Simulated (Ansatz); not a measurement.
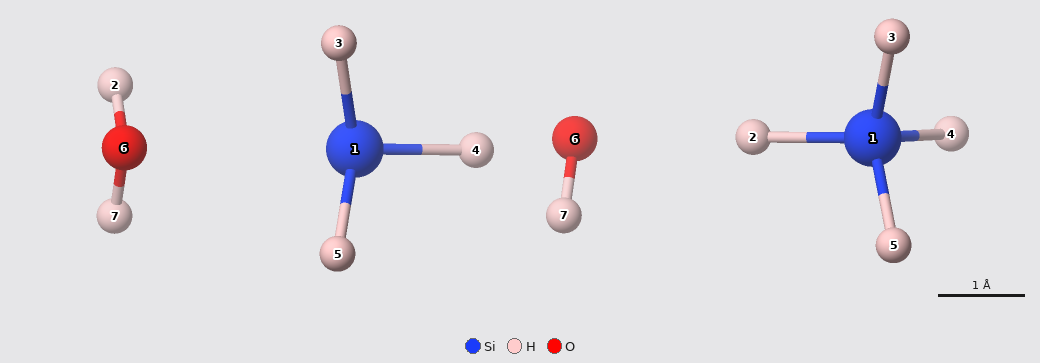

Two geometries of SiH₅O (multiplicity 2), drawn at one scale. One is the start of a relaxation, the other its converged end. Style: ball-and-stick. Shown at a tilt.

All numbers below come from UKS PBE/6-31G* in Ansatz 0.2.0. Settings: collinear spin; force threshold 0.03 eV/Å; at most 50 steps.

Q: Which geometry has the lower energy?

A: The left one is the relaxed one. The run prepares an end point of a later path (reaction) calculation, from a guessed geometry. H2 moves most after the best rigid fit: 1.57 Å. Largest moves by element: H 1.57 Å, O 1.23 Å, Si 0.31 Å. Near-neighbour distances that change, for instance: Si1–H2 1.477 → 2.970 Å, H2–O6 2.204 → 0.979 Å, Si1–O6 3.681 → 2.701 Å, Si1–H4 1.497 → 1.513 Å. New bonds form, among them: H2–O6 (2.20 → 0.98 Å). Bonds break, among them: Si1–H2 (1.48 → 2.97 Å). The energy falls by 29.8 kcal/mol in 27 accepted moves (31 points after the start). The largest force component goes from 0.68 to 0.0059 eV/Å. The line search rejected the trial steps at points 5, 14, 17, 23 of the run. The forces were under the threshold at step 22, but the run went on from there. Cost: 52 s on 1 thread of Arm Neoverse V1, with other jobs on the host, peak memory 0.12 GiB.

Limits of the set-up: the start holds two separate molecules, 2.2 Å apart at their closest, whose relative position is a soft coordinate and is computed without a dispersion correction.
